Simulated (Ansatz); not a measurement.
**WH2Cl5F: nudged elastic band**

The run: nudged elastic band of WH2Cl5F. Method and program: RKS PBE/def2-SVP (Ansatz 0.2.0).

It belongs to a series of runs on one base structure; here: band between the two ends. Figures and captions count atoms from 1; the log counts them from 0 in places.

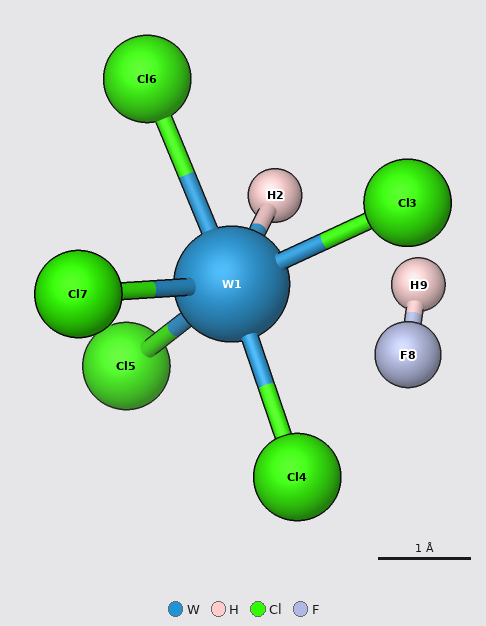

The input geometry (ball-and-stick view, seen at a tilt; atoms are numbered from 1 in the order of the input). Sticks mark near contacts. Bond lengths as drawn: Cl–W 2.29 to 2.43 Å, F–H 0.94 Å and H–W 1.69 Å.

**Summary**

| quantity | value |
| --- | --- |
| outcome | converged |
| barrier, forward | 0.328 eV |
| barrier, backward | 1.511 eV |
| hardware | 4 threads of Arm Neoverse V2, 24 GiB of memory available, shared host |
| wall time | 6.6 min (CPU time 25 min) |
| peak memory | 0.29 GiB |

The order of the saddle point was not checked.

**The input**
```yaml
crystal:
  periodic: [false, false, false]
  atoms:
    - { symbol: W, position_ang: [0.100619, 0.11144, -0.290742] }
    - { symbol: H, position_ang: [0.325193, -0.555651, 1.243084] }
    - { symbol: Cl, position_ang: [2.400308, 0.078414, -0.245628] }
    - { symbol: Cl, position_ang: [0.191214, 2.318131, -1.020129] }
    - { symbol: Cl, position_ang: [-1.91328, 0.483117, 0.742199] }
    - { symbol: Cl, position_ang: [0.121011, -2.310672, -0.136362] }
    - { symbol: Cl, position_ang: [-0.69611, -0.504514, -2.36267] }
    - { symbol: F, position_ang: [0.734644, 1.635366, 1.818766] }
    - { symbol: H, position_ang: [0.894402, 0.992469, 2.488383] }
basis:
  gaussian: { orbitals: def2-SVP }
hamiltonian:
  xc: pbe
neb:
  order_check: false
  images: 8
  f_tol: 0.05
  max_iterations: 60
  climbing: false
  final_atoms:
    - { symbol: W, position_ang: [0.26179255, 0.34610104, -0.69018453] }
    - { symbol: H, position_ang: [-0.00688869, -0.28021877, 3.85579615] }
    - { symbol: Cl, position_ang: [2.40568091, 0.22498478, -1.56629331] }
    - { symbol: Cl, position_ang: [0.1082683, 2.55561273, -1.37761204] }
    - { symbol: Cl, position_ang: [-1.83176701, 0.50849974, 0.29110619] }
    - { symbol: Cl, position_ang: [0.46532276, -1.82241881, 0.10269649] }
    - { symbol: Cl, position_ang: [-0.6543882, -0.39517267, -2.67034811] }
    - { symbol: F, position_ang: [1.01504424, 0.9573148, 0.9283775] }
    - { symbol: H, position_ang: [0.39493615, 0.15339717, 3.36336267] }
  initial_path:
    images:
      - { positions_ang: [[0.100619, 0.11144, -0.290742], [0.325193, -0.555651, 1.243084], [2.400308, 0.078414, -0.245628], [0.191214, 2.318131, -1.020129], [-1.91328, 0.483117, 0.742199], [0.121011, -2.310672, -0.136362], [-0.69611, -0.504514, -2.36267], [0.734644, 1.635366, 1.818766], [0.894402, 0.992469, 2.488383]] }
      - { positions_ang: [[0.07386349, 0.0852977, -0.21997142], [0.29343579, -0.42732766, 1.43076515], [2.39103807, 0.06598727, -0.23681488], [0.13727827, 2.33263714, -0.79380025], [-2.02102999, 0.36800335, 0.63535927], [0.09677192, -2.32959141, -0.09337025], [-0.59765989, -0.40096287, -2.35999671], [0.88980935, 1.60341646, 1.53594714], [0.89449399, 0.95064003, 2.33878294]] }
      - { positions_ang: [[0.04710797, 0.0591554, -0.14920083], [0.26167858, -0.29900433, 1.61844629], [2.38176814, 0.05356054, -0.22800176], [0.08334254, 2.34714329, -0.5674715], [-2.12877997, 0.2528897, 0.52851954], [0.07253285, -2.34851083, -0.0503785], [-0.49920977, -0.29741174, -2.35732341], [1.0449747, 1.57146691, 1.25312829], [0.89458597, 0.90881106, 2.18918288]] }
      - { positions_ang: [[0.02035246, 0.03301309, -0.07843025], [0.22992137, -0.17068099, 1.80612744], [2.37249821, 0.04113381, -0.21918864], [0.02940681, 2.36164943, -0.34114274], [-2.23652996, 0.13777605, 0.42167981], [0.04829377, -2.36743024, -0.00738675], [-0.40075966, -0.1938606, -2.35465012], [1.20014005, 1.53951737, 0.97030943], [0.89467796, 0.86698209, 2.03958282]] }
      - { positions_ang: [[-0.00640306, 0.00687079, -0.00765966], [0.19816416, -0.04235766, 1.99380858], [2.36322828, 0.02870708, -0.21037551], [-0.02452892, 2.37615557, -0.11481399], [-2.34427995, 0.0226624, 0.31484008], [0.02405469, -2.38634966, 0.035605], [-0.30230955, -0.09030947, -2.35197683], [1.3553054, 1.50756782, 0.68749057], [0.89476994, 0.82515312, 1.88998276]] }
      - { positions_ang: [[0.01150512, 0.03294424, -0.05204217], [0.16126619, -0.01175408, 2.28410993], [2.36382527, 0.04499272, -0.3571161], [-0.03374511, 2.40254243, -0.15453433], [-2.33522295, 0.0254827, 0.26471866], [0.06231156, -2.3320993, 0.06216706], [-0.29767379, -0.07816043, -2.38616329], [1.38646098, 1.4322288, 0.58855852], [0.83927374, 0.73192292, 1.98720272]] }
      - { positions_ang: [[0.07407697, 0.11123344, -0.21157776], [0.11922747, -0.07887025, 2.67703149], [2.37428918, 0.08999073, -0.65941041], [0.00175825, 2.44081001, -0.46030376], [-2.20935897, 0.14623696, 0.27131554], [0.16306436, -2.20467918, 0.07229941], [-0.38685239, -0.15741349, -2.45720949], [1.29360679, 1.3135003, 0.67351326], [0.72818934, 0.58729148, 2.33124271]] }
      - { positions_ang: [[0.13664883, 0.18952264, -0.37111335], [0.07718875, -0.14598642, 3.06995304], [2.38475309, 0.13498875, -0.96170471], [0.0372616, 2.47907758, -0.76607318], [-2.08349498, 0.26699122, 0.27791242], [0.26381716, -2.07725906, 0.08243177], [-0.476031, -0.23666655, -2.5282557], [1.20075261, 1.1947718, 0.75846801], [0.61710495, 0.44266004, 2.67528269]] }
      - { positions_ang: [[0.19922069, 0.26781184, -0.53064894], [0.03515003, -0.2131026, 3.4628746], [2.395217, 0.17998677, -1.26399901], [0.07276495, 2.51734515, -1.07184261], [-1.957631, 0.38774548, 0.28450931], [0.36456996, -1.94983894, 0.09256413], [-0.5652096, -0.31591961, -2.59930191], [1.10789842, 1.0760433, 0.84342276], [0.50602055, 0.2980286, 3.01932268]] }
      - { positions_ang: [[0.26179255, 0.34610104, -0.69018453], [-0.00688869, -0.28021877, 3.85579615], [2.40568091, 0.22498478, -1.56629331], [0.1082683, 2.55561273, -1.37761204], [-1.83176701, 0.50849974, 0.29110619], [0.46532276, -1.82241881, 0.10269649], [-0.6543882, -0.39517267, -2.67034811], [1.01504424, 0.9573148, 0.9283775], [0.39493615, 0.15339717, 3.36336267]] }
```

Command:
```bash
ansatz run input.yaml --threads 4 --pin off --max-ram 5120MiB --backend cpu --events-out ev --progress --plain --runs-dir out
```

**Output**
```
Engine: ansatz 0.2.0, aarch64-unknown-linux-gnu
Functional definition: PBE
  parameter kappa = 0.804
  parameter beta = 0.06672455060314922
  exchange = pbe_x(kappa = kappa, mu = beta*pi^2/3)
  correlation = pbe_c(beta = beta)
1546 factors; their error is unknown
mean field evaluation 1: about -67141.4961 eV, gradient 4.0e1 eV
mean field evaluation 2: about -66991.2951 eV, gradient 2.2e2 eV
mean field evaluation 4: about -67144.0982 eV, gradient 1.6e1 eV
mean field evaluation 8: about -67144.9468 eV, gradient 5.9e-1 eV
mean field evaluation 16: about -67144.8489 eV, gradient 4.1e-3 eV
mean field -67144.84892982 eV, -2467.5276857578 hartree, gradient 6.8e-5 eV, S^2 0.000000; 1 other end points of the search recorded, 0 dependent functions left out
the calculation of the forces begins
reference -67144.84900198 eV, -2467.5276884094 hartree; 55, 55 occupied and 91, 91 virtual orbitals, 1546 factors
1546 factors; their error is unknown
mean field evaluation 32: about -67146.0049 eV, gradient 6.3e0 eV
mean field -67146.03213678 eV, -2467.5711678114 hartree, gradient 7.1e-5 eV, S^2 0.000000; 0 other end points of the search recorded, 0 dependent functions left out
[... from here on the field's lines of each further geometry are left out, up to the last ...]
NEB iter   1: max|band force component| = 6.964e0 eV/Å  barrier→ = 6.5310 eV  barrier← = 7.7142 eV  Δτ_max = 0.2000 Å  (1244 SCF iters)
NEB iter   2: max|band force component| = 3.793e0 eV/Å  barrier→ = 3.3469 eV  barrier← = 4.5301 eV  Δτ_max = 0.2000 Å  (359 SCF iters)
NEB iter   3: max|band force component| = 2.551e0 eV/Å  barrier→ = 2.1204 eV  barrier← = 3.3037 eV  Δτ_max = 0.1999 Å  (338 SCF iters)
NEB iter   4: max|band force component| = 1.662e0 eV/Å  barrier→ = 1.1380 eV  barrier← = 2.3212 eV  Δτ_max = 0.2000 Å  (328 SCF iters)
NEB iter   5: max|band force component| = 2.629e0 eV/Å  barrier→ = 1.0420 eV  barrier← = 2.2252 eV  Δτ_max = 0.0990 Å  (321 SCF iters)
NEB iter   6: max|band force component| = 1.049e0 eV/Å  barrier→ = 0.7444 eV  barrier← = 1.9276 eV  Δτ_max = 0.1928 Å  (310 SCF iters)
NEB iter   7: max|band force component| = 8.340e-1 eV/Å  barrier→ = 0.5981 eV  barrier← = 1.7813 eV  Δτ_max = 0.1952 Å  (314 SCF iters)
NEB iter   8: max|band force component| = 8.212e-1 eV/Å  barrier→ = 0.3527 eV  barrier← = 1.5359 eV  Δτ_max = 0.1975 Å  (299 SCF iters)
NEB iter   9: max|band force component| = 1.208e0 eV/Å  barrier→ = 0.3694 eV  barrier← = 1.5526 eV  Δτ_max = 0.1005 Å  (299 SCF iters)
NEB iter  10: max|band force component| = 3.870e-1 eV/Å  barrier→ = 0.3075 eV  barrier← = 1.4908 eV  Δτ_max = 0.1991 Å  (291 SCF iters)
NEB iter  11: max|band force component| = 3.210e-1 eV/Å  barrier→ = 0.3250 eV  barrier← = 1.5082 eV  Δτ_max = 0.1963 Å  (292 SCF iters)
NEB iter  12: max|band force component| = 3.424e-1 eV/Å  barrier→ = 0.3699 eV  barrier← = 1.5531 eV  Δτ_max = 0.1001 Å  (296 SCF iters)
NEB iter  13: max|band force component| = 2.545e-1 eV/Å  barrier→ = 0.3728 eV  barrier← = 1.5560 eV  Δτ_max = 0.0999 Å  (271 SCF iters)
NEB iter  14: max|band force component| = 3.977e-1 eV/Å  barrier→ = 0.4158 eV  barrier← = 1.5990 eV  Δτ_max = 0.0500 Å  (290 SCF iters)
NEB iter  15: max|band force component| = 1.675e-1 eV/Å  barrier→ = 0.4199 eV  barrier← = 1.6031 eV  Δτ_max = 0.1018 Å  (266 SCF iters)
NEB iter  16: max|band force component| = 1.562e-1 eV/Å  barrier→ = 0.4191 eV  barrier← = 1.6023 eV  Δτ_max = 0.1007 Å  (274 SCF iters)
NEB iter  17: max|band force component| = 3.352e-1 eV/Å  barrier→ = 0.3966 eV  barrier← = 1.5798 eV  Δτ_max = 0.0507 Å  (286 SCF iters)
NEB iter  18: max|band force component| = 2.179e-1 eV/Å  barrier→ = 0.3574 eV  barrier← = 1.5406 eV  Δτ_max = 0.0509 Å  (270 SCF iters)
NEB iter  19: max|band force component| = 1.167e-1 eV/Å  barrier→ = 0.3327 eV  barrier← = 1.5159 eV  Δτ_max = 0.0508 Å  (271 SCF iters)
the calculation of the forces begins
reference -67146.03373892 eV, -2467.5712266889 hartree; 55, 55 occupied and 91, 91 virtual orbitals, 1546 factors
1546 factors; their error is unknown
mean field evaluation 1728: about -67138.8705 eV, gradient 5.1e1 eV
mean field -67144.52081310 eV, -2467.5156276905 hartree, gradient 1.7e-5 eV, S^2 0.000000; 2 other end points of the search recorded, 0 dependent functions left out
the calculation of the forces begins
reference -67144.52088616 eV, -2467.5156303756 hartree; 55, 55 occupied and 91, 91 virtual orbitals, 1546 factors
NEB iter  20: max|band force component| = 3.168e-2 eV/Å  barrier→ = 0.3281 eV  barrier← = 1.5113 eV  Δτ_max = 0.0000 Å  (598 SCF iters)
```

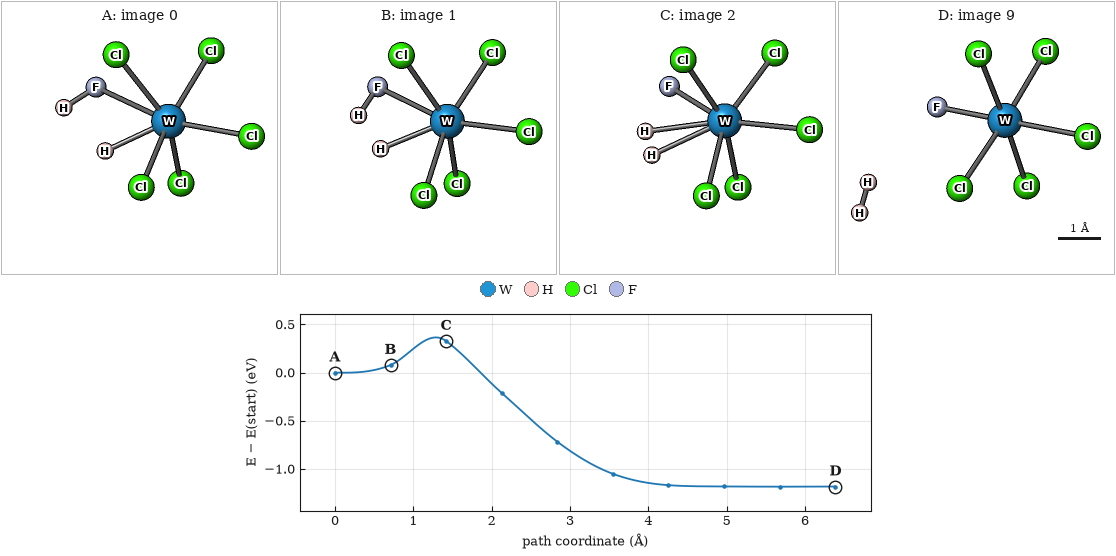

Images of the last band (counted from 0; ball-and-stick, seen at a tilt) above the energy along the path; the line is a cubic interpolation that uses the forces. The highest image is number 2, 0.328 eV above the start and 1.511 eV above the end; the end lies 1.183 eV below the start. The path is 6.39 Å long. The band converged in 20 iterations.

```
Total energy: -67144.52088616 eV, -2467.5156303756 hartree
Atom 0 at     0.162665     0.321150    -0.064800 Å, force     0.028297     0.120664     0.079618 eV/Å
Atom 1 at     0.534921    -0.558920     1.614011 Å, force     0.073903    -0.109960     0.345094 eV/Å
Atom 2 at     2.445662     0.114598    -0.290096 Å, force     0.044626    -0.006645    -0.035035 eV/Å
Atom 3 at     0.048379     2.418062    -1.044788 Å, force    -0.019788     0.062767    -0.138090 eV/Å
Atom 4 at    -1.952299     0.453915     0.840486 Å, force    -0.042367    -0.029423    -0.013191 eV/Å
Atom 5 at     0.014279    -2.102345     0.112765 Å, force     0.019769     0.166427     0.062983 eV/Å
Atom 6 at    -0.414129    -0.317819    -2.233145 Å, force     0.012160     0.143923     0.049168 eV/Å
Atom 7 at     0.656059     1.668145     1.439005 Å, force    -0.080398     0.040662    -0.348830 eV/Å
Atom 8 at     0.662465     0.251313     1.863462 Å, force    -0.036203    -0.388416    -0.001717 eV/Å
Dipole moment:     0.032779    -0.073858     0.140246 e Å
this run last wrote the band of iteration 20 to [file]
```

**The last band as extended XYZ (Å, eV, eV/Å)**
```
9
Properties=species:S:1:pos:R:3:forces:R:3 image=0 energy=-67144.84893
W     0.1006    0.1114   -0.2907    0.0106   0.0089  -0.0227
H     0.3252   -0.5557    1.2431    0.0127  -0.0113   0.0107
Cl    2.4003    0.0784   -0.2456   -0.0161   0.0251  -0.0050
Cl    0.1912    2.3181   -1.0201    0.0051  -0.0219   0.0176
Cl   -1.9133    0.4831    0.7422   -0.0024  -0.0024   0.0025
Cl    0.1210   -2.3107   -0.1364   -0.0191   0.0040   0.0286
Cl   -0.6961   -0.5045   -2.3627    0.0053   0.0036  -0.0278
F     0.7346    1.6354    1.8188    0.0074  -0.0193   0.0154
H     0.8944    0.9925    2.4884   -0.0035   0.0135  -0.0193
9
Properties=species:S:1:pos:R:3:forces:R:3 image=1 energy=-67144.77052
W     0.1202    0.1877   -0.1944   -0.0411  -0.0849  -0.0597
H     0.4620   -0.5189    1.3527   -0.0345   0.0171  -0.1538
Cl    2.4145    0.1322   -0.2844   -0.0043   0.0189   0.0035
Cl    0.0879    2.3731   -0.9870    0.0152  -0.0110   0.0394
Cl   -1.9168    0.4891    0.8258    0.0191   0.0092  -0.0088
Cl   -0.0326   -2.2271    0.0452   -0.0173  -0.0656  -0.0479
Cl   -0.4554   -0.4641   -2.3197   -0.0222  -0.0716  -0.0469
F     0.7298    1.5950    1.7311    0.0430  -0.0566   0.1637
H     0.7485    0.6811    2.0678    0.0421   0.2444   0.1106
9
Properties=species:S:1:pos:R:3:forces:R:3 image=2 energy=-67144.52081
W     0.1627    0.3211   -0.0648    0.0283   0.1207   0.0796
H     0.5349   -0.5589    1.6140    0.0739  -0.1100   0.3451
Cl    2.4457    0.1146   -0.2901    0.0446  -0.0066  -0.0350
Cl    0.0484    2.4181   -1.0448   -0.0198   0.0628  -0.1381
Cl   -1.9523    0.4539    0.8405   -0.0424  -0.0294  -0.0132
Cl    0.0143   -2.1023    0.1128    0.0198   0.1664   0.0630
Cl   -0.4141   -0.3178   -2.2331    0.0122   0.1439   0.0492
F     0.6561    1.6681    1.4390   -0.0804   0.0407  -0.3488
H     0.6625    0.2513    1.8635   -0.0362  -0.3884  -0.0017
9
Properties=species:S:1:pos:R:3:forces:R:3 image=3 energy=-67145.06013
W     0.1432    0.4068   -0.1562   -0.0195   0.0905  -0.1239
H     0.6254   -0.7061    1.9804    0.0949  -0.1591   0.4104
Cl    2.4223    0.1188   -0.3661   -0.0123   0.0242  -0.0667
Cl    0.0052    2.4768   -1.2288   -0.0428   0.0498  -0.1931
Cl   -1.9605    0.4750    0.7886   -0.0184   0.0011  -0.0699
Cl    0.0161   -1.9610    0.1030   -0.0058   0.1565  -0.0269
Cl   -0.4518   -0.2378   -2.3156   -0.0250   0.0913  -0.0908
F     0.6082    1.6598    1.2144   -0.0530   0.0081  -0.2330
H     0.7500    0.0158    2.2172    0.0818  -0.2624   0.3940
9
Properties=species:S:1:pos:R:3:forces:R:3 image=4 energy=-67145.56609
W     0.1003    0.4459   -0.3297   -0.0554   0.0282  -0.1539
H     0.7180   -0.7859    2.3697    0.0826  -0.1013   0.3337
Cl    2.3807    0.1469   -0.5600   -0.0158   0.0615  -0.1629
Cl    0.0059    2.5328   -1.3484   -0.0035   0.0809  -0.0815
Cl   -2.0095    0.5590    0.6118   -0.0341   0.0319  -0.1595
Cl    0.0320   -1.8349    0.2074    0.0064   0.1154   0.0601
Cl   -0.5156   -0.2601   -2.4438   -0.0375   0.0181  -0.1244
F     0.5985    1.5038    1.1581   -0.0195  -0.1441  -0.0307
H     0.8477   -0.0596    2.5718    0.0768  -0.0906   0.3191
9
Properties=species:S:1:pos:R:3:forces:R:3 image=5 energy=-67145.89995
W     0.0792    0.4561   -0.4559   -0.0183   0.0240  -0.0619
H     0.7688   -0.8224    2.7541    0.0396  -0.0373   0.1572
Cl    2.3569    0.2053   -0.8038   -0.0163   0.0300  -0.1186
Cl    0.0524    2.5686   -1.4136    0.0050   0.0383   0.0011
Cl   -2.1007    0.6572    0.3062   -0.0323   0.0372  -0.1143
Cl    0.0593   -1.7173    0.3621    0.0189   0.0338   0.0437
Cl   -0.5172   -0.3455   -2.5343   -0.0116  -0.0107  -0.0375
F     0.5684    1.3196    1.1492   -0.0135  -0.0811  -0.0047
H     0.8909   -0.0736    2.8729    0.0285  -0.0341   0.1351
9
Properties=species:S:1:pos:R:3:forces:R:3 image=6 energy=-67146.01790
W     0.0615    0.4595   -0.5724   -0.0094  -0.0093  -0.0251
H     0.8721   -0.8418    3.2441    0.0086  -0.0072   0.0459
Cl    2.3357    0.2092   -0.9488    0.0032   0.0070  -0.0216
Cl    0.1270    2.5950   -1.4754    0.0043   0.0094   0.0038
Cl   -2.1741    0.7410   -0.0244   -0.0073   0.0023  -0.0205
Cl    0.0094   -1.6504    0.3854   -0.0035   0.0082  -0.0080
Cl   -0.4640   -0.4078   -2.6430   -0.0021  -0.0017   0.0051
F     0.4930    1.2208    1.0981   -0.0009  -0.0026  -0.0019
H     0.8974   -0.0774    3.1733    0.0071  -0.0060   0.0224
9
Properties=species:S:1:pos:R:3:forces:R:3 image=7 energy=-67146.03101
W     0.1101    0.4533   -0.6954   -0.0019  -0.0056  -0.0054
H     0.6727   -0.8047    3.7222    0.0013   0.0063   0.0062
Cl    2.3683    0.2021   -1.1590    0.0049   0.0137   0.0007
Cl    0.1679    2.6004   -1.5713    0.0101  -0.0020   0.0013
Cl   -2.1137    0.7546   -0.1119   -0.0058  -0.0171  -0.0039
Cl    0.0855   -1.6533    0.2708   -0.0153   0.0050   0.0088
Cl   -0.4757   -0.4204   -2.7467   -0.0051   0.0072   0.0040
F     0.5846    1.1772    0.9797    0.0131  -0.0035   0.0023
H     0.7582   -0.0611    3.5484   -0.0013  -0.0040  -0.0140
9
Properties=species:S:1:pos:R:3:forces:R:3 image=8 energy=-67146.03367
W     0.1921    0.3903   -0.6854   -0.0053  -0.0003   0.0002
H     0.3630   -0.4981    3.8486   -0.0021   0.0057   0.0043
Cl    2.4134    0.1863   -1.3187    0.0014  -0.0006  -0.0024
Cl    0.1718    2.5761   -1.4600    0.0002   0.0045   0.0024
Cl   -1.9887    0.6343    0.0639    0.0011   0.0022  -0.0019
Cl    0.2510   -1.7531    0.1933   -0.0017  -0.0006  -0.0040
Cl   -0.5312   -0.3939   -2.7278    0.0043  -0.0054   0.0000
F     0.7834    1.0453    0.9828   -0.0045   0.0019  -0.0015
H     0.5033    0.0609    3.3401    0.0067  -0.0074   0.0028
9
Properties=species:S:1:pos:R:3:forces:R:3 image=9 energy=-67146.03214
W     0.2618    0.3461   -0.6902   -0.0007  -0.0009  -0.0011
H    -0.0069   -0.2802    3.8558    0.0206   0.0216  -0.0182
Cl    2.4057    0.2250   -1.5663    0.0001  -0.0015   0.0007
Cl    0.1083    2.5556   -1.3776    0.0000   0.0035   0.0012
Cl   -1.8318    0.5085    0.2911   -0.0010  -0.0012  -0.0007
Cl    0.4653   -1.8224    0.1027   -0.0014  -0.0001  -0.0033
Cl   -0.6544   -0.3952   -2.6703    0.0025  -0.0009  -0.0004
F     1.0150    0.9573    0.9284   -0.0022  -0.0013   0.0011
H     0.3949    0.1534    3.3634   -0.0178  -0.0191   0.0207
```
